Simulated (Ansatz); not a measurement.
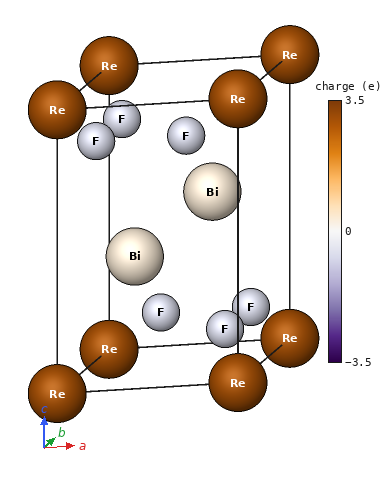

Structure drawing (spheres-only), viewed slightly off an axis. The simulation cell is outlined; an atom on or near a face, edge or corner is repeated at each equivalent position. The atoms of this ReBi2F6 cell are coloured by their Bader charge.

Level of theory and settings: DFT, PAW plane waves, r2SCAN in Ansatz, plane waves to 500 eV, a 5×5×6 sampling of the Brillouin zone, Fermi-Dirac smearing of 0.1 eV, no spin polarisation.

Summarise the charge transfer.

Answer. Most positive: Re; most negative: F. Charges: about Re +3.0 e; Bi +0.3 e; F -0.6 e.

The cell started as a generated cell, made by putting these elements into a known structure type (the compound may or may not exist in this form). This is the structure after a relaxation with DFT, PAW plane waves, r2SCAN (Ansatz).
